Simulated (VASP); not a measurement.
# RbTe2: structure and properties in VASP

Wanted: the relaxed cell of RbTe2 and its properties. The steps: rough relaxation of the start cell, full relaxation (MS2), second relaxation, single point with fields (MS2), bands along the symmetry lines (MS2), density of states (MS2) and elastic constants (MS2). The cell is invented: it takes the structure of a Materials Project entry for CuTe2 (space group 164 there), with some of its atoms replaced by other elements, volume scaled by an estimate. It may not be a known or stable phase.

Calculated with VASP 6.6.1; MS2; plane waves and PAW (Te, Rb_sv); invented cell.

### Step 1. Starting point

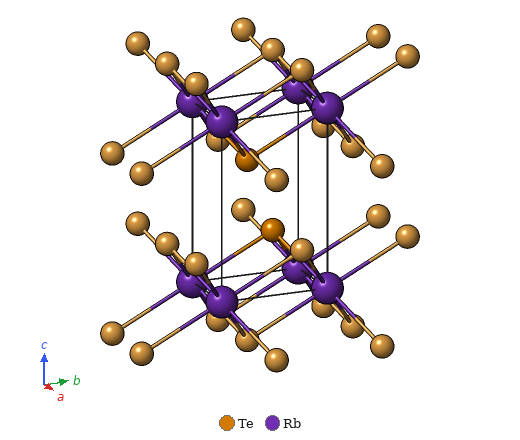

The cell as given, slightly off an axis (tellurium orange, rubidium purple). Some periodic images of atoms are drawn too.

### Step 2. Rough relaxation of the start cell

The start is only an estimate, so a cheap relaxation brings it near a minimum before any careful run.

Contents of INCAR:

```
SYSTEM = RbTe2
PREC = Normal
ENCUT = 400
EDIFF = 1E-05
NELM = 60
ISMEAR = 0
SIGMA = 0.05
LREAL = .FALSE.
ALGO = Normal
METAGGA = MS2
LASPH = .TRUE.
NBANDS = 16
LORBIT = 11
LWAVE = .FALSE.
LCHARG = .FALSE.
IBRION = 2
NSW = 40
ISIF = 3
EDIFFG = -0.04
```

Contents of POSCAR:

```
RbTe2
1.0
    4.4209850000      0.0000000000      0.0000000000
   -2.2104930000      3.8286850000      0.0000000000
    0.0000000000      0.0000000000      5.6724790000
Te Rb
2 1
Direct
    0.3333333300      0.6666666700      0.2733419500
    0.6666666700      0.3333333300      0.7266580500
    0.0000000000      0.0000000000      0.0000000000
```

Contents of KPOINTS:

```
Automatic mesh
0
Gamma
4 4 3
0 0 0
```

PAW data sets: Te and Rb_sv (PBE family, release 64).

Started as:

```sh
> mpirun -np 1 vasp_std
```

Output:

```text
[banner, memory and clock lines left out]
running    1 mpi-ranks, on    1 nodes
 distrk:  each k-point on    1 cores,    1 groups
 distr:  one band on    1 cores,    1 groups

 POSCAR found type information on POSCAR TeRb
 POSCAR found :  2 types and       3 ions
|                                                                             |
|               ----> ADVICE to this user running VASP <----                  |
|                                                                             |
|     You enforced a specific xc type in the INCAR file but a different       |
|     [... a line on the potential file left out ...]
|     I HOPE YOU KNOW WHAT YOU ARE DOING!                                     |
|                                                                             |

 LDA part: xc-table for (None), standard interpolation
 POSCAR, INCAR and KPOINTS ok, starting setup
 FFT: planning ... GRIDC
 FFT: planning ... GRID_SOFT
 FFT: planning ... GRID
 WAVECAR not read
 entering main loop
       N       E                     dE             d eps       ncg     rms          rms(c)
DAV:   1     0.729333224629E+02    0.72933E+02   -0.69011E+03   288   0.833E+02
DAV:   2    -0.114805554086E+02   -0.84414E+02   -0.82645E+02   384   0.155E+02
DAV:   3    -0.166345935025E+02   -0.51540E+01   -0.51059E+01   472   0.403E+01
DAV:   4    -0.166921917268E+02   -0.57598E-01   -0.57572E-01   320   0.485E+00
DAV:   5    -0.166932173948E+02   -0.10257E-02   -0.10256E-02   464   0.539E-01    0.171E+01
DAV:   6     0.340800106285E+01    0.20101E+02   -0.50309E+01   360   0.298E+01    0.922E+00
DAV:   7     0.243996403948E+01   -0.96804E+00   -0.72968E+00   416   0.126E+01    0.624E+00
DAV:   8     0.290069012956E+01    0.46073E+00   -0.30417E-01   352   0.481E+00    0.345E+00
DAV:   9     0.311517890325E+01    0.21449E+00   -0.86969E-01   360   0.454E+00    0.141E+00
DAV:  10     0.309066669072E+01   -0.24512E-01   -0.74117E-02   472   0.117E+00    0.115E+00
DAV:  11     0.310787837368E+01    0.17212E-01   -0.25618E-02   448   0.112E+00    0.212E-01
DAV:  12     0.310608017716E+01   -0.17982E-02   -0.11757E-02   384   0.451E-01    0.177E-01
DAV:  13     0.310597227341E+01   -0.10790E-03   -0.81769E-04   448   0.157E-01    0.138E-01
DAV:  14     0.310635566500E+01    0.38339E-03   -0.81695E-04   384   0.166E-01    0.176E-02
DAV:  15     0.310631648432E+01   -0.39181E-04   -0.14258E-04   480   0.505E-02    0.248E-02
DAV:  16     0.310632067577E+01    0.41915E-05   -0.41781E-06   216   0.202E-02
   1 F= 0.31063207E+01 E0= 0.31085104E+01  d E =0.310632E+01
 curvature:   0.00 expect dE= 0.000E+00 dE for cont linesearch  0.000E+00
 trial: gam= 0.00000 g(F)=  0.612E+00 g(S)=  0.267E+01 ort = 0.000E+00 (trialstep = 0.100E+01)
 search vector abs. value=  0.329E+01
 bond charge predicted
       N       E                     dE             d eps       ncg     rms          rms(c)
DAV:   1    -0.483732309884E+01   -0.79436E+01   -0.19795E+02   400   0.704E+01    0.187E+01
DAV:   2     0.912145387661E+00    0.57495E+01   -0.47018E+01   416   0.285E+01    0.693E+00
DAV:   3     0.179569040353E+01    0.88355E+00   -0.64402E+00   368   0.124E+01    0.473E+00
DAV:   4     0.152421332246E+01   -0.27148E+00   -0.16305E+00   480   0.547E+00    0.215E+00
DAV:   5     0.149860046594E+01   -0.25613E-01   -0.69556E-02   400   0.196E+00    0.126E+00
DAV:   6     0.150017758511E+01    0.15771E-02   -0.47385E-02   440   0.167E+00    0.559E-01
DAV:   7     0.150055156179E+01    0.37398E-03   -0.39496E-03   448   0.503E-01    0.145E-01
DAV:   8     0.150045654284E+01   -0.95019E-04   -0.41933E-04   344   0.169E-01    0.815E-02
DAV:   9     0.150048598247E+01    0.29440E-04   -0.15174E-04   456   0.890E-02    0.205E-02
DAV:  10     0.150046482072E+01   -0.21162E-04   -0.32994E-05   336   0.401E-02    0.824E-03
DAV:  11     0.150046134806E+01   -0.34727E-05   -0.21716E-06   264   0.107E-02
   2 F= 0.15004613E+01 E0= 0.15062510E+01  d E =-.160586E+01
[... from here on, the cycles between the ionic steps are left out ...]
   3 F= 0.14578929E+01 E0= 0.14648297E+01  d E =-.164843E+01
   4 F= 0.14583013E+01 E0= 0.14653414E+01  d E =-.164802E+01
   5 F= 0.14451513E+01 E0= 0.14524425E+01  d E =-.166117E+01
   6 F= 0.12387848E+01 E0= 0.12453691E+01  d E =-.206367E+00
   7 F= 0.64997439E+00 E0= 0.65208192E+00  d E =-.795177E+00
   8 F= -.29157918E+00 E0= -.28997228E+00  d E =-.173673E+01
   9 F= 0.17638507E+00 E0= 0.17749351E+00  d E =-.126877E+01
  10 F= -.30760568E+00 E0= -.30599878E+00  d E =-.175276E+01
  11 F= -.75979436E+00 E0= -.75813668E+00  d E =-.452189E+00
  12 F= -.92562997E+00 E0= -.92264638E+00  d E =-.618024E+00
  13 F= -.94570668E+00 E0= -.94354887E+00  d E =-.638101E+00
  14 F= -.94630048E+00 E0= -.94406297E+00  d E =-.638695E+00
  15 F= -.94628346E+00 E0= -.94393402E+00  d E =-.638678E+00
  16 F= -.95977836E+00 E0= -.95716256E+00  d E =-.134949E-01
  17 F= -.98639457E+00 E0= -.98309245E+00  d E =-.401111E-01
  18 F= -.95026000E+00 E0= -.94740110E+00  d E =-.397655E-02
  19 F= -.98866081E+00 E0= -.98512751E+00  d E =-.423774E-01
  20 F= -.99910637E+00 E0= -.99552588E+00  d E =-.104456E-01
  21 F= -.10274308E+01 E0= -.10237429E+01  d E =-.387700E-01
  22 F= -.10700392E+01 E0= -.10663035E+01  d E =-.813784E-01
  23 F= -.10963619E+01 E0= -.10929871E+01  d E =-.107701E+00
  24 F= -.11141970E+01 E0= -.11123671E+01  d E =-.178351E-01
  25 F= -.11147796E+01 E0= -.11129392E+01  d E =-.184177E-01
  26 F= -.11181692E+01 E0= -.11163326E+01  d E =-.338950E-02
  27 F= -.11198648E+01 E0= -.11180254E+01  d E =-.508512E-02
 curvature:  -2.77 expect dE=-0.321E-02 dE for cont linesearch -0.143E-05
 trial: gam= 0.43400 g(F)=  0.366E-04 g(S)=  0.112E-02 ort =-0.675E-04 (trialstep = 0.135E+01)
 search vector abs. value=  0.276E-02
 bond charge predicted
       N       E                     dE             d eps       ncg     rms          rms(c)
DAV:   1    -0.112158995247E+01   -0.17229E-02   -0.17524E-01   328   0.240E+00    0.307E-01
DAV:   2    -0.112082688725E+01    0.76307E-03   -0.53816E-03   344   0.484E-01    0.144E-01
DAV:   3    -0.112038662776E+01    0.44026E-03   -0.90045E-04   376   0.189E-01    0.516E-02
DAV:   4    -0.112036696000E+01    0.19668E-04   -0.41517E-04   464   0.111E-01    0.271E-02
DAV:   5    -0.112036264216E+01    0.43178E-05   -0.16611E-05   368   0.301E-02
  28 F= -.11203626E+01 E0= -.11182456E+01  d E =-.497874E-03
 trial-energy change:   -0.000498  1 .order   -0.000566   -0.001528    0.000396
 step:   1.0198(harm=  1.0730)  dis= 0.00702  next Energy=    -1.120412 (dE=-0.547E-03)
 reached required accuracy - stopping structural energy minimisation
```

Wall time 14 min (1 MPI rank of AMD EPYC 7R43, shared host); peak memory 0.12 GiB.

Lines that name or quote the potential files are left out of all logs, and their timing lines are given in words.

Parts of OUTCAR (step 2):

```text
ion  position               nearest neighbor table
   1  0.333  0.667  0.273-   3 2.99   3 2.99   3 2.99   2 3.62   2 3.62   2 3.62
   2  0.667  0.333  0.727-   3 2.99   3 2.99   3 2.99   1 3.62   1 3.62   1 3.62
   3  0.000  0.000  0.000-   1 2.99   2 2.99   2 2.99   1 2.99   1 2.99   2 2.99

  LATTYP: Found a hexagonal cell.
 ALAT       =     4.4209850000
 C/A-ratio  =     1.2830803543

 Subroutine GETGRP returns: Found 12 space group operations
 (whereof 12 operations were pure point group operations)

The static configuration has the point symmetry D_3d.

 Found      9 irreducible k-points:

   k-points           NKPTS =      9   k-points in BZ     NKDIM =      9   number of bands    NBANDS=     16

   dimension x,y,z NGX =    24 NGY =   24 NGZ =   28
   dimension x,y,z NGXF=    48 NGYF=   48 NGZF=   56

   ENCUT  =  400.0 eV  29.40 Ry    5.42 a.u.   7.21  7.21  9.25*2*pi/ulx,y,z

   NELECT =      21.0000    total number of electrons

 k-points in reciprocal lattice and weights: Automatic mesh
   0.00000000  0.00000000  0.00000000       0.021
   0.25000000  0.00000000  0.00000000       0.125
   0.50000000  0.00000000  0.00000000       0.062
   0.25000000  0.25000000  0.00000000       0.125
   0.00000000  0.00000000  0.33333333       0.042
   0.25000000  0.00000000  0.33333333       0.125
   0.00000000  0.25000000  0.33333333       0.125
   0.50000000  0.00000000  0.33333333       0.125
   0.25000000  0.25000000  0.33333333       0.250

 average (electrostatic) potential at core
       1 -91.9083       2 -91.9083       3 -37.4161

 E-fermi :   4.5749

 k-point     1 :       0.0000    0.0000    0.0000
  band No.  band energies     occupation
    ...
      6      -5.9175      2.00000
      7       0.6542      2.00000
      8       0.6542      2.00000
      9       3.5836      2.00000
     10       3.5836      2.00000
     11       7.5252      0.00000
     12       7.7495      0.00000
     13       8.8719      0.00000
     14      10.1465      0.00000
     15      12.4062      0.00000
    ...

 k-point     2 :       0.2500    0.0000    0.0000
  band No.  band energies     occupation
    ...
      6      -6.1961      2.00000
      7       0.6557      2.00000
      8       1.1020      2.00000
      9       3.1400      2.00000
     10       3.8279      2.00000
     11       7.6399      0.00000
     12       8.4806      0.00000
     13       8.6585      0.00000
     14      10.1667      0.00000
     15      10.8862      0.00000
    ...

 k-point     3 :       0.5000    0.0000    0.0000
  band No.  band energies     occupation
    ...
      6      -6.3569      2.00000
      7       0.6579      2.00000
      8       1.1422      2.00000
      9       3.5210      2.00000
     10       4.1088      2.00000
     11       7.8456      0.00000
     12       8.0665      0.00000
     13       8.3508      0.00000
     14       9.4512      0.00000
     15      10.1802      0.00000
    ...

  Total        0.0534609      0.0534609     -0.0851296     -0.0000000     -0.0000000      0.0000000
  in kB        0.8766611      0.8766608     -1.3959692     -0.0000002     -0.0000000      0.0000000
  external PRESSURE =       0.1191176 kB  Pullay stress =       0.0000000 kB

  energy-cutoff  :      400.00
  volume of cell :       97.70
      direct lattice vectors                 reciprocal lattice vectors
     5.994350267 -0.000000225 -0.000000000     0.166823755  0.096315779  0.000000000
    -2.997176006  5.191259041  0.000000000     0.000000007  0.192631501 -0.000000000
    -0.000000000  0.000000000  3.139790099     0.000000000 -0.000000000  0.318492628

 POSITION                                       TOTAL-FORCE (eV/Angst)
 -----------------------------------------------------------------------------------
     -0.00000      3.46084      1.57188         0.000000     -0.000000     -0.004060
      2.99717      1.73042      1.56791        -0.000000      0.000000      0.004060
      5.99435     -0.00000     -0.00000        -0.000000     -0.000000      0.000000
 -----------------------------------------------------------------------------------
    total drift:                                0.000000     -0.000000     -0.000000

  FREE ENERGIE OF THE ION-ELECTRON SYSTEM (eV)
  ---------------------------------------------------
  free  energy   TOTEN  =        -1.1203626422 eV

  energy  without entropy=       -1.1161285033  energy(sigma->0) =       -1.11824557

 reached required accuracy - stopping structural energy minimisation

 total charge
# of ion       s       p       d       tot
------------------------------------------
    1        1.441   1.862   0.030   3.333
    2        1.441   1.862   0.030   3.333
    3        1.960   5.432   0.040   7.432
--------------------------------------------------
tot          4.842   9.156   0.100  14.099

[... 3 further parts left out ...]
```

CONTCAR:

```
RbTe2
   1.00000000000000
     5.9943502674865723   -0.0000002249484488   -0.0000000000000003
    -2.9971760064971833    5.1912590405919588    0.0000000000000005
    -0.0000000000000003    0.0000000000000005    3.1397900992860786
  Te              Rb
     2     1
Direct
     0.3333333300000021    0.6666666699999979    0.5006309614437983
     0.6666666699999979    0.3333333300000021    0.4993690385562016
     1.0000000000000000    0.0000000000000000    0.0000000000000000
```

This run has no spin polarisation. Its electron count is odd, so without a moment it is a metal by construction. The k-mesh is coarse for a metal. This relaxation is a rough one on cheap settings, only to bring the start near its minimum. The PAW data sets were made with PBE, which is usual practice but a small mismatch for other functionals. The run keeps the 12 symmetry operations of its start, so it cannot find a distortion of lower symmetry.

Step by step (22 of 28):

```tsv
step	energy less that of the first step (eV)	largest force (eV/Å)	pressure (GPa)	volume (Å³)
1	0.0000	2.5193	11.11	96.02
2	-1.6059	0.9770	-0.24	129.82
4	-1.6480	0.6909	-1.87	147.01
5	-1.6612	0.7744	-1.43	140.67
6	-1.8675	0.7468	-1.26	134.88
7	-2.4563	1.5158	-0.33	116.89
9	-2.9299	0.8807	4.96	89.52
10	-3.4139	0.5513	9.83	80.13
11	-3.8661	0.4833	4.06	87.64
13	-4.0520	0.4735	-0.25	98.12
14	-4.0526	0.4711	-0.40	98.72
15	-4.0526	0.4704	-0.52	99.11
16	-4.0661	0.4643	-0.24	98.65
18	-4.0566	0.2939	2.71	94.44
19	-4.0950	0.3924	0.98	96.65
20	-4.1054	0.3793	0.87	96.90
22	-4.1764	0.2349	-0.08	99.11
23	-4.2027	0.0226	-1.17	102.11
24	-4.2205	0.0618	-0.52	99.52
25	-4.2211	0.0772	-0.40	99.07
27	-4.2262	0.0195	0.19	97.36
28	-4.2267	0.0041	0.01	97.70
```

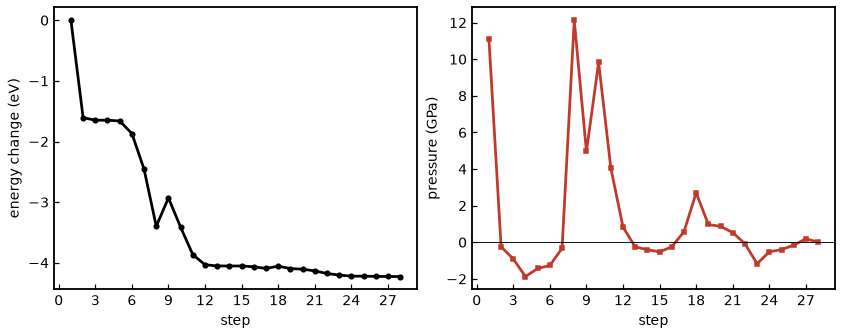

Energy and pressure along the relaxation.

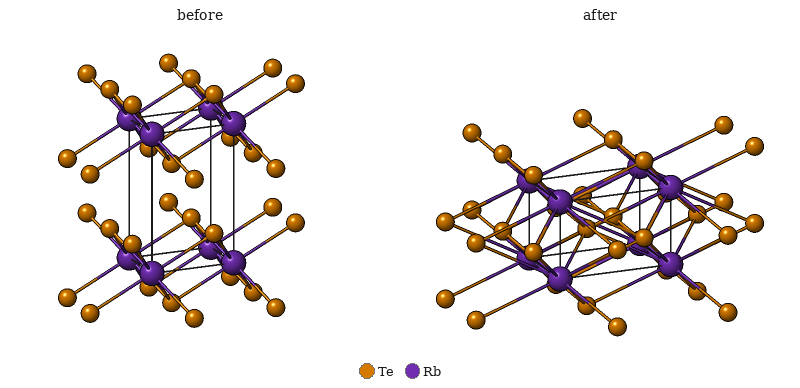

The structure before and after the relaxation, drawn at the same scale.

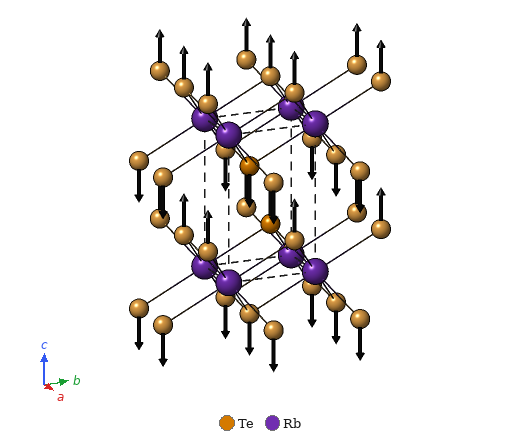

Displacements in the relaxation, exaggerated, measured against the changing cell; the longest in the cell stands for 0.71 Å. Some periodic images of atoms are drawn too.

```tsv
cell as run	before	after	change
a (Å)	4.421	5.994	+35.6 %
b (Å)	4.421	5.994	+35.6 %
c (Å)	5.672	3.140	-44.6 %
volume (Å³/atom)	32.01	32.57	+1.8 %
```

The atoms that moved most (Å, as changes of fractional coordinates times the final cell):

```tsv
atom	dx	dy	dz	length
Te2	0.000	0.000	-0.714	0.714
Te1	0.000	0.000	0.714	0.714
```

Final coordinates:

```xyz
3
Lattice="5.9944 0.0000 0.0000 -2.9972 5.1913 0.0000 0.0000 0.0000 3.1398" Properties=species:S:1:pos:R:3 pbc="T T T"
Te    0.0000    3.4608    1.5719
Te    2.9972    1.7304    1.5679
Rb    0.0000    0.0000    0.0000
```

This step gave:

```yaml
electrons: 21
bands: 16
irreducible_k_points: 9
symmetry_operations: 12
free_energy_toten: -1.120 eV
energy_at_zero_smearing: -1.118 eV
fermi_energy: 4.575 eV
pressure: 0.01191 GPa
metallic: yes
scf_cycles_over_all_ionic_steps: 221
```

It ends with a largest force of 0.004 eV/Å and a pressure of 0.01 GPa.

[end of part 1 of 3]

[Lines on the potential files, build, host, timing and source positions are cut from VASP's logs without a mark.]

[Logs are printed without paths, hosts, clocks, repeated set-up lines and the standing remarks that a program may print on its own settings, such as how far it seeks lower states.]

[Hosts, paths, dates, database ids (printed as entryN), source tags and the programs' standing remarks are cut or masked in the printed files.]

[A measured line is paired with the nearest computed mode of its activity, which favours agreement.]
